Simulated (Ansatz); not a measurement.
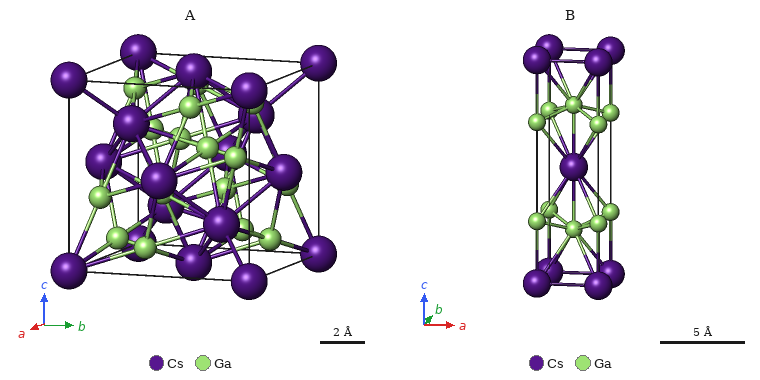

Two structures of CsGa2, each relaxed to rest (conventional cells in solid outline, small ones repeated, not to one scale). Method: DFT PBE, scalar-relativistic, plane waves, PAW in Ansatz, without spin polarisation.

Give the type and space group of each.

Answer. A: cubic Laves phase (C15, MgCu₂ type), Fd-3m. B: 6 atoms a cell on a body-centred tetragonal lattice, I4/mmm.

Which is the more stable form at this level of theory?

Answer. B is lower, by 63 meV/atom at this level of theory (energies at zero smearing). Volumes: A 29.8, B 32.2 Å³/atom.

One or both may be structure types tried for this composition rather than known phases.
